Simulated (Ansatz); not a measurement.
The figure comes from a scan of Hf (hcp, Mg type): a phonon pattern at Γ is frozen into a 2-atom cell, Q being the largest atomic displacement. Computed with PBE (plane waves to 420 eV, PAW, scalar-relativistic; Ansatz, a program for electronic structure). k mesh 17×17×9 (Γ-centred), Fermi-Dirac smearing 0.05 eV. Energies are smeared free energies. With partly filled bands, energies and forces of such displacements shift with the k mesh and the smearing. Hf is run without spin polarisation. Hf was relaxed with its symmetry unable to fall. Spin-orbit coupling is left out, though Hf is heavy. ΔE is measured from the undisplaced structure.

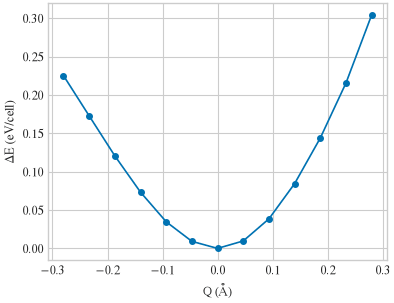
Figure: ΔE (eV/cell) against Q (Å); markers are the computed points, lines only join them.

Q: List the plotted points as numbers.

A: To the nearest 0.005:

```json
[
 {"Q (Å)": "-0.280", "ΔE (eV/cell)": "0.225"},
 {"Q (Å)": "-0.233", "ΔE (eV/cell)": "0.175"},
 {"Q (Å)": "-0.187", "ΔE (eV/cell)": "0.120"},
 {"Q (Å)": "-0.140", "ΔE (eV/cell)": "0.075"},
 {"Q (Å)": "-0.093", "ΔE (eV/cell)": "0.035"},
 {"Q (Å)": "-0.047", "ΔE (eV/cell)": "0.010"},
 {"Q (Å)": "0.000", "ΔE (eV/cell)": "0.000"},
 {"Q (Å)": "0.047", "ΔE (eV/cell)": "0.010"},
 {"Q (Å)": "0.093", "ΔE (eV/cell)": "0.040"},
 {"Q (Å)": "0.140", "ΔE (eV/cell)": "0.085"},
 {"Q (Å)": "0.187", "ΔE (eV/cell)": "0.145"},
 {"Q (Å)": "0.233", "ΔE (eV/cell)": "0.215"},
 {"Q (Å)": "0.280", "ΔE (eV/cell)": "0.305"}
]
```

(For displaced atoms, the force is minus the slope of the energy, and its curvature is a force constant, which sets phonon frequencies.)
